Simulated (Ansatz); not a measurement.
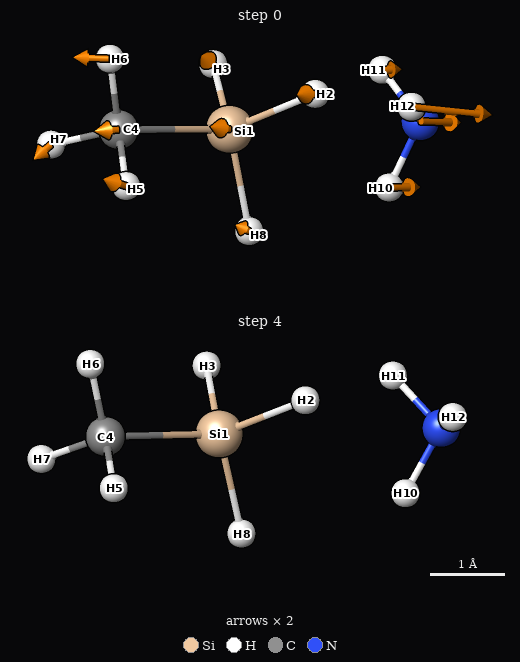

The structure of CH9NSi before (top) and after (bottom) a relaxation, at one scale. The orange arrows give the displacements, 2 times their true length.

Style: ball-and-stick. Shown at a tilt.

The run prepares an end point of a later path (reaction) calculation, from a guessed geometry.

Method: RKS PBE0/6-31G* in Ansatz. Settings: no spin polarisation; force threshold 0.03 eV/Å; at most 50 steps.

Summarise the run.

The atom that moves furthest after the best rigid fit is an H atom (0.65 Å). By element the largest moves are H 0.65 Å, N 0.41 Å, Si 0.21 Å, C 0.20 Å. Among the contacts that change: H–Si 1.471 → 1.492 Å, H–N 1.033 → 1.017 Å. The energy falls by 0.187 eV in 4 geometry steps. Largest force component: 0.75 eV/Å at the start, 0.026 eV/Å at the end.
